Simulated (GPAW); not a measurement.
# Mg/Al(100): work function by functional and basis, part 2 of 2

How far do functional and basis move the work function of Mg/Al(100)?

GPAW 26.7.0; GPAW, PAW setups; slab in vacuum, relaxation (the session's first sound run).

So far, upper work function (eV): step 2 (relaxing the atoms, PBE, GPAW) 3.84; step 3 (plane waves, PBE) 3.84; step 4 (self-consistent run: xc = "vdW-DF2", GPAW, PAW setups, GPAW) 3.97.

**5. Self-consistent run: xc = "revPBE"**

The same geometry under revPBE, to see how far the functional moves the levels against the vacuum.

run.py reads:

```python
import json
import numpy as np
from ase import Atoms
from gpaw import GPAW, PW

slab = Atoms(
    ['Al', 'Al', 'Al', 'Al', 'Mg'],
    positions=[
        [1.43189, 1.43189, 8.00000],
        [0.00000, 0.00000, 10.02500],
        [1.43189, 1.43189, 12.06822],
        [-0.00000, 0.00000, 14.14506],
        [1.43189, 1.43189, 16.37634]],
    cell=[[2.86378, 0.0, 0.0], [0.0, 2.86378, 0.0], [0.0, 0.0, 23.93709]],
    pbc=[True, True, False])

slab.calc = GPAW(mode=PW(400), xc='revPBE', kpts={'size': (11, 11, 1), 'gamma': True},
                 occupations={'name': 'fermi-dirac', 'width': 0.1}, nbands='200%',
                 convergence={'density': 1e-05}, maxiter=200,
                 poissonsolver={'dipolelayer': 'xy'},
                 symmetry={'tolerance': 1e-3}, txt='slab.txt')
result = {}
energy = slab.get_potential_energy()
fermi = slab.calc.get_fermi_level()
v = slab.calc.get_electrostatic_potential().mean((0, 1)) - fermi
n = slab.calc.get_pseudo_density().mean((0, 1))
L = slab.cell[2, 2]
z = np.arange(len(v)) * L / len(v)
low, high = slab.positions[:, 2].min(), slab.positions[:, 2].max()
below, above = np.interp([low - 5.8, high + 5.8], z, v)
slopes = [np.interp(x, z, np.gradient(v, z)) for x in (low - 5.8, high + 5.8)]
eps = np.array([[slab.calc.get_eigenvalues(k, s) for k in range(len(slab.calc.get_ibz_k_points()))]
                for s in range(slab.calc.get_number_of_spins())]) - fermi
top, bottom = eps[eps < 0].max(), eps[eps > 0].min()
dipole = slab.get_dipole_moment()[2]
print(f'energy {energy:.4f} eV, Fermi level {fermi:.4f} eV, dipole {dipole:.5f} e A')
print(f'potential 5.8 A off the faces, from the Fermi level: lower {below:.4f} eV, upper {above:.4f} eV')
print(f'slope of the potential there: lower {slopes[0]:.5f}, upper {slopes[1]:.5f} eV/A')
print(f'nearest levels on the mesh: {top:.4f} and {bottom:.4f} eV')
print('magnetic moment', round(slab.get_magnetic_moment(), 3))
result.update(energy=energy, fermi=fermi, dipole=dipole, below=below, above=above, slopes=slopes, edges=[top, bottom],
              z=z.tolist(), v=v.tolist(), n=n.tolist(), positions=slab.positions.tolist(),
              forces=slab.get_forces(apply_constraint=False).tolist(), moments=slab.get_magnetic_moments().tolist())
json.dump(result, open('result.json', 'w'))
```

The run is started by

```console
> OMP_NUM_THREADS=1 OPENBLAS_NUM_THREADS=1 python run.py
```

What it wrote:

```text
energy -14.5758 eV, Fermi level 0.7050 eV, dipole 0.02112 e A
potential 5.8 A off the faces, from the Fermi level: lower 4.2390 eV, upper 3.7736 eV
slope of the potential there: lower -0.00006, upper 0.00017 eV/A
nearest levels on the mesh: -0.0322 and 0.0006 eV
magnetic moment 0.0
```

It took 35 s on 1 thread of Arm Neoverse V1, shared host; peak memory 0.2 GiB.

This step gave:

* dipole along the normal: 0.02112 e·Å
* levels nearest the Fermi level on the mesh: -0.03220, 6.02e-4 eV from the Fermi level
* upper work function: 3.774 eV
* lower work function: 4.239 eV

The electrostatic potential energy of an electron (without an applied field's), less the Fermi level, planar mean oscillates, so the rows of the table below give means over windows of 2.14 Å about each position, cut where the curve ends. Its maxima inside the range that stand out by 2 % of the span (Å: eV): 9.0: -2.10, 11.0: -1.92, 13.1: -1.73, 15.3: -0.667. Its minima: 8.0: -13.4, 10.0: -13.5, 12.1: -13.5, 14.1: -13.4, 16.3: -11.1.

Table of electrostatic potential energy of an electron (without an applied field's), less the Fermi level, planar mean by z; means over each step:

| z (Å) | electrostatic potential energy of an electron (without an applied field's), less the Fermi level, planar mean (eV) |
| --- | --- |
| 1.07 | 4.22 |
| 3.21 | 4.24 |
| 5.35 | 4.07 |
| 7.49 | -5.06 |
| 9.63 | -7.06 |
| 11.77 | -6.90 |
| 13.91 | -6.72 |
| 16.05 | -5.30 |
| 18.19 | 2.37 |
| 20.33 | 3.76 |
| 22.47 | 3.77 |

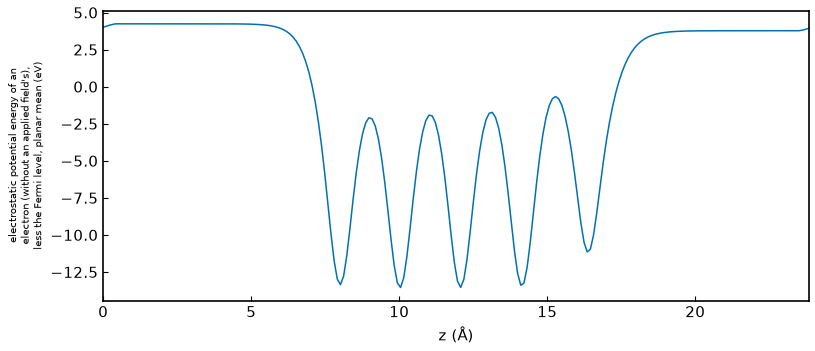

Electrostatic potential energy of an electron (without an applied field's), less the Fermi level, planar mean, plotted against z.

The upper face's work function is 3.774 eV, against 3.835 eV in the first plane-wave PBE run at this geometry.

**6. Self-consistent run: xc = "RPBE"**

The same geometry under RPBE, to see how far the functional moves the levels against the vacuum.

run.py, as its differences from that of step 5:

```diff
@@ -16,3 +16,3 @@
 
-slab.calc = GPAW(mode=PW(400), xc='revPBE', kpts={'size': (11, 11, 1), 'gamma': True},
+slab.calc = GPAW(mode=PW(400), xc='RPBE', kpts={'size': (11, 11, 1), 'gamma': True},
                  occupations={'name': 'fermi-dirac', 'width': 0.1}, nbands='200%',
```

What it wrote:

```text
energy -14.4230 eV, Fermi level 0.7161 eV, dipole 0.02118 e A
potential 5.8 A off the faces, from the Fermi level: lower 4.2383 eV, upper 3.7715 eV
slope of the potential there: lower -0.00007, upper 0.00017 eV/A
nearest levels on the mesh: -0.0335 and 0.0007 eV
magnetic moment 0.0
```

Elapsed: 35 s, on 1 thread; peak memory 0.2 GiB.

This step gave:

```yaml
dipole_along_the_normal: 0.02118 e·Å
levels_nearest_the_fermi_level_on_the_mesh: -0.03347, 6.61e-4 eV from the Fermi level
upper_work_function: 3.771 eV
lower_work_function: 4.238 eV
```

The upper face's work function is 3.771 eV, against 3.835 eV in the first plane-wave PBE run at this geometry.

**7. OptPBE vdW: xc = "optPBE-vdW"**

The same geometry under optPBE-vdW, to see how far the functional moves the levels against the vacuum (the van der Waals functionals take revPBE setups).

run.py, as its differences from that of step 6:

```diff
@@ -16,3 +16,3 @@
 
-slab.calc = GPAW(mode=PW(400), xc='RPBE', kpts={'size': (11, 11, 1), 'gamma': True},
+slab.calc = GPAW(mode=PW(400), xc='optPBE-vdW', kpts={'size': (11, 11, 1), 'gamma': True},
                  occupations={'name': 'fermi-dirac', 'width': 0.1}, nbands='200%',
```

What it wrote:

```text
energy -40.6130 eV, Fermi level 0.5920 eV, dipole 0.02209 e A
potential 5.8 A off the faces, from the Fermi level: lower 4.4275 eV, upper 3.9405 eV
slope of the potential there: lower -0.00009, upper 0.00023 eV/A
nearest levels on the mesh: -0.0016 and 0.0025 eV
magnetic moment 0.0
```

Run time: 46 s. Hardware: 1 thread; peak memory 0.31 GiB.

Numbers from this step:

```yaml
dipole_along_the_normal: 0.02209 e·Å
levels_nearest_the_fermi_level_on_the_mesh: -0.001611, 0.002455 eV from the Fermi level
upper_work_function: 3.941 eV
lower_work_function: 4.427 eV
```

The electrostatic potential energy of an electron (without an applied field's), less the Fermi level, planar mean oscillates, so the rows of the table below give means over windows of 2.14 Å about each position, cut where the curve ends. Its maxima inside the range that stand out by 2 % of the span (Å: eV): 9.0: -2.07, 11.0: -1.88, 13.1: -1.70, 15.3: -0.636. Its minima: 8.0: -13.3, 10.0: -13.5, 12.1: -13.5, 14.1: -13.3, 16.3: -11.1.

The electrostatic potential energy of an electron (without an applied field's), less the Fermi level, planar mean by z; means over each step:

| z (Å) | electrostatic potential energy of an electron (without an applied field's), less the Fermi level, planar mean (eV) |
| --- | --- |
| 1.07 | 4.41 |
| 3.21 | 4.43 |
| 5.35 | 4.23 |
| 7.49 | -5.00 |
| 9.63 | -7.02 |
| 11.77 | -6.86 |
| 13.91 | -6.66 |
| 16.05 | -5.24 |
| 18.19 | 2.47 |
| 20.33 | 3.92 |
| 22.47 | 3.94 |

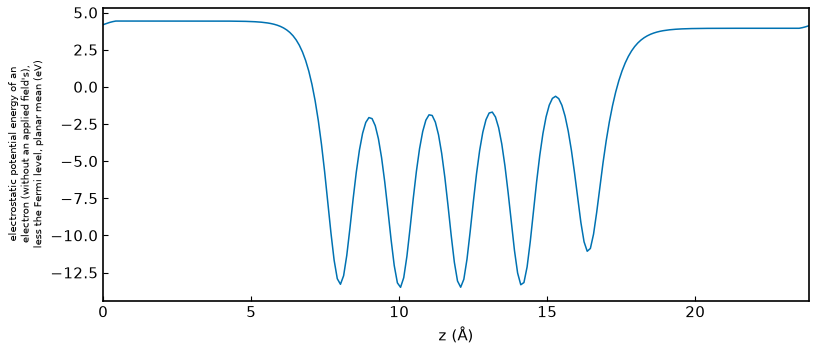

Electrostatic potential energy of an electron (without an applied field's), less the Fermi level, planar mean against z.

The upper face's work function is 3.941 eV, against 3.835 eV in the first plane-wave PBE run at this geometry.

**8. Self-consistent run: xc = "LDA"**

The same geometry under LDA, to see how far the functional moves the levels against the vacuum.

run.py, as its differences from that of step 7:

```diff
@@ -16,3 +16,3 @@
 
-slab.calc = GPAW(mode=PW(400), xc='optPBE-vdW', kpts={'size': (11, 11, 1), 'gamma': True},
+slab.calc = GPAW(mode=PW(400), xc='LDA', kpts={'size': (11, 11, 1), 'gamma': True},
                  occupations={'name': 'fermi-dirac', 'width': 0.1}, nbands='200%',
```

What it wrote:

```text
energy -17.4656 eV, Fermi level 0.4727 eV, dipole 0.02204 e A
potential 5.8 A off the faces, from the Fermi level: lower 4.4496 eV, upper 3.9638 eV
slope of the potential there: lower -0.00006, upper 0.00015 eV/A
nearest levels on the mesh: -0.0007 and 0.0009 eV
magnetic moment 0.0
```

Elapsed: 33 s, on 1 thread; peak memory 0.2 GiB.

This step gave:

* dipole along the normal: 0.02204 e·Å
* levels nearest the Fermi level on the mesh: -6.59e-4, 9.44e-4 eV from the Fermi level
* upper work function: 3.964 eV
* lower work function: 4.450 eV

The upper face's work function is 3.964 eV, against 3.835 eV in the first plane-wave PBE run at this geometry.

**9. Real-space grid: mode = "fd"**

A real-space grid is a second complete basis, so it checks the plane-wave result.

run.py, as its differences from that of step 8:

```diff
@@ -3,3 +3,3 @@
 from ase import Atoms
-from gpaw import GPAW, PW
+from gpaw import GPAW
 
@@ -16,3 +16,3 @@
 
-slab.calc = GPAW(mode=PW(400), xc='LDA', kpts={'size': (11, 11, 1), 'gamma': True},
+slab.calc = GPAW(mode='fd', h=0.18, xc='PBE', kpts={'size': (11, 11, 1), 'gamma': True},
                  occupations={'name': 'fermi-dirac', 'width': 0.1}, nbands='200%',
```

What it wrote:

```text
energy -15.6267 eV, Fermi level -4.0689 eV, dipole 0.02115 e A
potential 5.8 A off the faces, from the Fermi level: lower 4.3022 eV, upper 3.8355 eV
slope of the potential there: lower -0.00004, upper 0.00011 eV/A
nearest levels on the mesh: -0.0004 and 0.0007 eV
magnetic moment 0.0
```

Wall time 2.2 min (1 thread); peak memory 0.56 GiB.

This step gave:

| Item | Value |
| --- | --- |
| dipole along the normal | 0.02115 e·Å |
| levels nearest the Fermi level on the mesh | -3.62e-4, 7.08e-4 eV from the Fermi level |
| upper work function | 3.836 eV |
| lower work function | 4.302 eV |

The upper face's work function is 3.836 eV, against 3.835 eV in the first plane-wave PBE run at this geometry.

**10. Atomic orbitals: mode = "lcao"**

Atom-centred orbitals end a few angstrom from the surface, which tests how much the density's tail matters.

run.py, as its differences from that of step 9:

```diff
@@ -16,4 +16,4 @@
 
-slab.calc = GPAW(mode='fd', h=0.18, xc='PBE', kpts={'size': (11, 11, 1), 'gamma': True},
-                 occupations={'name': 'fermi-dirac', 'width': 0.1}, nbands='200%',
+slab.calc = GPAW(mode='lcao', basis='dzp', h=0.18, xc='PBE', kpts={'size': (11, 11, 1), 'gamma': True},
+                 occupations={'name': 'fermi-dirac', 'width': 0.1}, nbands='120%',
                  convergence={'density': 1e-05}, maxiter=200,
```

What it wrote:

```text
energy -15.0511 eV, Fermi level -4.0619 eV, dipole 0.01916 e A
potential 5.8 A off the faces, from the Fermi level: lower 4.2732 eV, upper 3.8505 eV
slope of the potential there: lower -0.00000, upper 0.00000 eV/A
nearest levels on the mesh: -0.0006 and 0.1713 eV
magnetic moment 0.0
```

The job ended after 9.2 min (1 thread; peak memory 0.33 GiB).

This step gave:

- dipole along the normal: 0.01916 e·Å
- levels nearest the Fermi level on the mesh: -6.29e-4, 0.1713 eV from the Fermi level
- upper work function: 3.851 eV
- lower work function: 4.273 eV

The electrostatic potential energy of an electron (without an applied field's), less the Fermi level, planar mean oscillates, so the rows of the table below give means over windows of 2.09 Å about each position, cut where the curve ends. Its maxima inside the range that stand out by 2 % of the span (Å: eV): 9.0: -2.10, 11.1: -1.88, 13.1: -1.73, 15.2: -0.740. Its minima: 8.0: -13.3, 10.1: -13.5, 12.1: -13.5, 14.1: -13.4, 16.4: -11.3.

Electrostatic potential energy of an electron (without an applied field's), less the Fermi level, planar mean against z; means over each step:

| z (Å) | electrostatic potential energy of an electron (without an applied field's), less the Fermi level, planar mean (eV) |
| --- | --- |
| 1.04 | 4.27 |
| 3.13 | 4.27 |
| 5.22 | 4.18 |
| 7.31 | -4.19 |
| 9.40 | -7.21 |
| 11.49 | -7.07 |
| 13.58 | -6.88 |
| 15.67 | -5.25 |
| 17.77 | 0.769 |
| 19.85 | 3.82 |
| 21.95 | 3.85 |

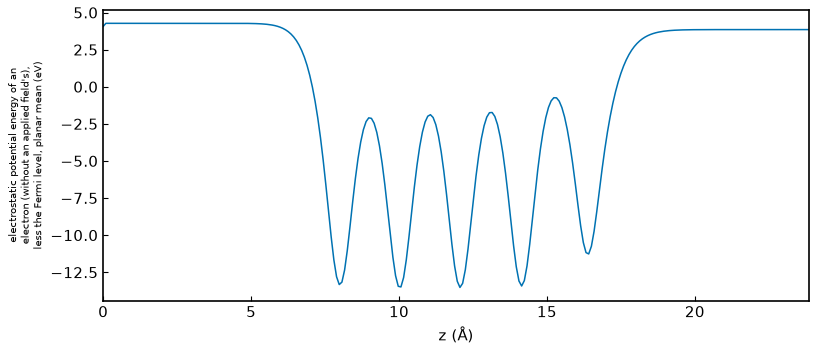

Electrostatic potential energy of an electron (without an applied field's), less the Fermi level, planar mean, plotted against z.

The upper face's work function is 3.851 eV, against 3.835 eV in the first plane-wave PBE run at this geometry.

**11. The ladder**

Times are for 1 thread of Arm Neoverse V1, shared host. The runs compared:

| no. | run | upper work function (eV) | lower work function (eV) | time | memory (GiB) |
| --- | --- | --- | --- | --- | --- |
| 1 | pw | 3.835 | 4.302 | 35 s | 0.2 |
| 2 | vdW DF2 | 3.970 | 4.470 | 45 s | 0.31 |
| 3 | revPBE | 3.774 | 4.239 | 35 s | 0.2 |
| 4 | RPBE | 3.771 | 4.238 | 35 s | 0.2 |
| 5 | optPBE vdW | 3.941 | 4.427 | 46 s | 0.31 |
| 6 | LDA | 3.964 | 4.450 | 33 s | 0.2 |
| 7 | fd | 3.836 | 4.302 | 2.2 min | 0.56 |
| 8 | lcao | 3.851 | 4.273 | 9.2 min | 0.33 |

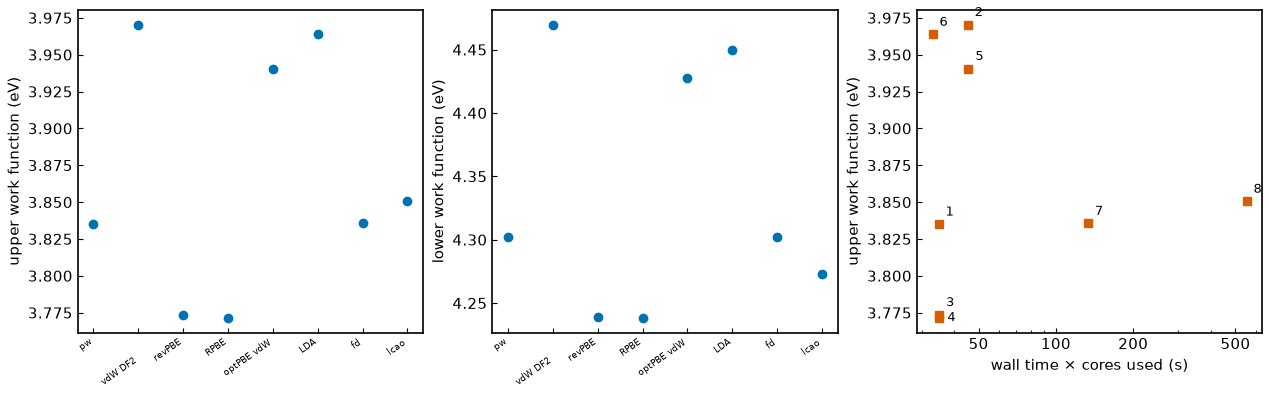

The series as plots; the last panel sets the first result against cost, with the runs numbered as in the table.

**12. Side by side**

Results and costs are gathered.

This step: comparison of work functions, dipole and cost (GPAW 26.7.0).

Ladder, by row:

| step | code | work function, upper (eV) | work function, lower (eV) | dipole (e Å) | wall time (s) | peak memory (GiB) | threads |
| --- | --- | --- | --- | --- | --- | --- | --- |
| pw | GPAW | 3.835 | 4.302 | 0.02119 | 34.95 | 0.2 | 1 |
| vdW-DF2 | GPAW | 3.97 | 4.47 | 0.02265 | 45.37 | 0.31 | 1 |
| revPBE | GPAW | 3.774 | 4.239 | 0.02112 | 35.08 | 0.2 | 1 |
| RPBE | GPAW | 3.771 | 4.238 | 0.02118 | 35.06 | 0.2 | 1 |
| optPBE-vdW | GPAW | 3.941 | 4.427 | 0.02209 | 45.64 | 0.31 | 1 |
| LDA | GPAW | 3.964 | 4.45 | 0.02204 | 33.08 | 0.2 | 1 |
| fd | GPAW | 3.836 | 4.302 | 0.02115 | 133.3 | 0.56 | 1 |
| lcao | GPAW | 3.851 | 4.273 | 0.01916 | 552.5 | 0.33 | 1 |

**13. Summary of results**

```
work function, upper and lower face : 3.835 and 4.302 eV
dipole along the normal             : 0.0212 e Å
```

What this shows: With plane waves and PBE the work function is 3.84 eV on the upper face and 4.30 eV on the lower. The two faces differ by 0.47 eV, the step that the slab's dipole makes (e p/(ε0 A) gives 0.47 eV), so the dipole layer is needed. Over the sound runs of the table the upper face's work function spans 3.771 (RPBE) to 3.970 eV (vdW-DF2). The cell of 8.20 Å² holds one Mg, started on one chosen site; other sites and coverages weren't tried. The in-plane lattice was kept as typed, which isn't the functional's own and leaves some strain; spin-orbit coupling and temperature are left out.

[Logs are printed without paths, hosts, clocks, repeated set-up lines and the standing remarks that a program may print on its own settings, such as how far it seeks lower states.]

[Hosts, paths, dates, database ids (printed as entryN), source tags and the programs' standing remarks are cut or masked in the printed files.]
